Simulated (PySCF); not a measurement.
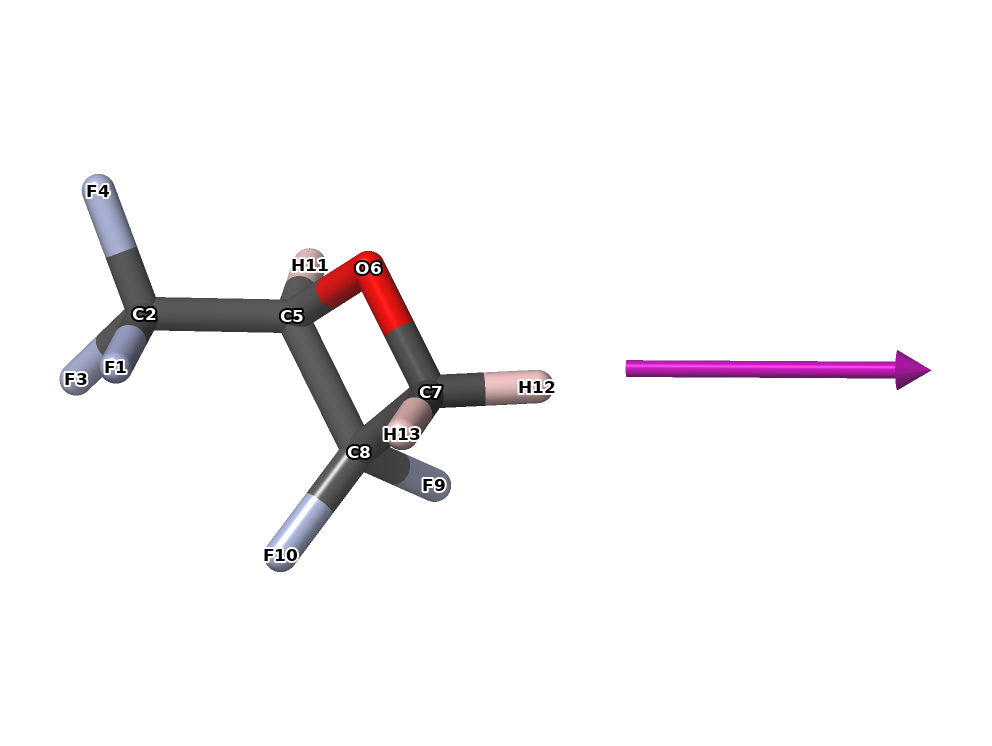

The arrow beside the molecule shows the direction of the dipole moment, from the negative to the positive end (its length means nothing). Computed geometry: GFN2-xTB optimisation. No frequency run is at hand to confirm it as a minimum. Level of theory: PBE0/def2-SVPD, gas phase (PySCF 2.14.0).

Estimate the dipole moment.

2.07 D; it points from the side of F3 to the side of H12 (the outermost atoms at the two ends).
